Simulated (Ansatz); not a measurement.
# AlN (singlet): trial inputs and their diagnosis

3 inputs are run for AlN (singlet) as typed; the log has to tell whether the result can be used and what must change.

The runs use Ansatz 0.2.0, Gaussian basis; the settings change from run to run.

13 further runs of the same task are left out: 2 for a known fault of the program, 8 that didn't finish, 3 set aside as unsound or not needed.

### 1 The system

The geometry is a PBE0/def2-TZVP stationary point (not a proven minimum).

2 atoms, charge 0, spin multiplicity 1.

Atoms are counted from 1 here; the program's logs count them from 0.

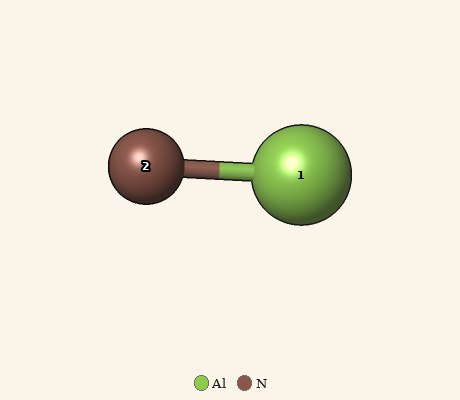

The structure; aluminium green, nitrogen brown; atoms are numbered from 1 in the order of the file.

### 2 Input 1

in.yaml

```yaml
crystal:
  periodic: [false, false, false]
  atoms:
    - {symbol: Al, position_ang: [0.000000, 0.000000, 0.000000]}
    - {symbol: N, position_ang: [0.000000, 0.000000, 1.668087]}
basis:
  gaussian: {orbitals: 6-31G}
magnetization: {spin_polarized: false}
correlation: {method: mp2, frozen_orbitals: {Al: 0}}
scf: {lower_state_search: off}
```

Started as:

```sh
$ ansatz run in.yaml --threads 1 --pin off --events-out ev --progress --plain --max-ram 2176MiB
```

Log:

```text
Functional definition: HF
  name "HF"
  cite "Fock, Z. Phys. 61, 126 (1930) doi:10.1007/BF01340294"
  parent pbe
  exchange = exact_x
  correlation = 0
these checks for a lower state are left out or cut short: stability, starts, cluster_reference, orbital_swaps, neighbouring_geometries, increment
Error: "frozen_orbitals" has no count for N
```

Wall time 0.12 s (1 thread of AMD EPYC 7R43, shared host).

What is wrong: The run was refused. The frozen-orbital counts are incomplete or too large. Fix: leave frozen_orbitals out, or give each element a count that its core has.

### 3 Input 2

in.yaml

```yaml
crystal:
  periodic: [false, false, false]
  atoms:
    - {symbol: Al, position_ang: [0.000000, 0.000000, 0.000000]}
    - {symbol: N, position_ang: [0.000000, 0.000000, 1.668087]}
basis:
  gaussian: {orbitals: 6-31G}
correlation: {method: fic_mrcisd_q, electrons: outside_noble_gas, active_space: {window: {electrons: 2, orbitals: 2}, places: [1, 2]}}
```

Same command.

Log:

```text
Error: invalid value for `correlation.active_space`: name one of window, places and ras
```

Wall time 0.06 s (1 thread of AMD EPYC 7R43, shared host).

Diagnosis: The run was refused. The active space is defined twice. Fix: keep one definition.

### 4 Input 3

in.yaml

```yaml
crystal:
  periodic: [false, false, false]
  atoms:
    - {symbol: Al, position_ang: [0.000000, 0.000000, 0.000000]}
    - {symbol: N, position_ang: [0.000000, 0.000000, 1.668087]}
basis:
  gaussian: {orbitals: def2-SVP}
correlation: {method: sc_nevpt2, electrons: valence, active_space: {window: {electrons: 2, orbitals: 2}, places: [1, 2]}}
```

Launched as before.

Log:

```text
Error: invalid value for `correlation.active_space`: name one of window, places and ras
```

It took 0.06 s on 1 thread of AMD EPYC 7R43, shared host.

Diagnosis: The run was refused. The active space is defined twice. Fix: keep one definition.

### 5 Summary

```
input                 level    ended                                                  cause    time
    1      MP2 on RHF/6-31G  refused  the frozen-orbital counts are incomplete or too large  0.12 s
    2   MRCISD+Q(2,2)/6-31G  refused                      the active space is defined twice  0.06 s
    3  NEVPT2(2,2)/def2-SVP  refused                      the active space is defined twice  0.06 s
```

3 refused.
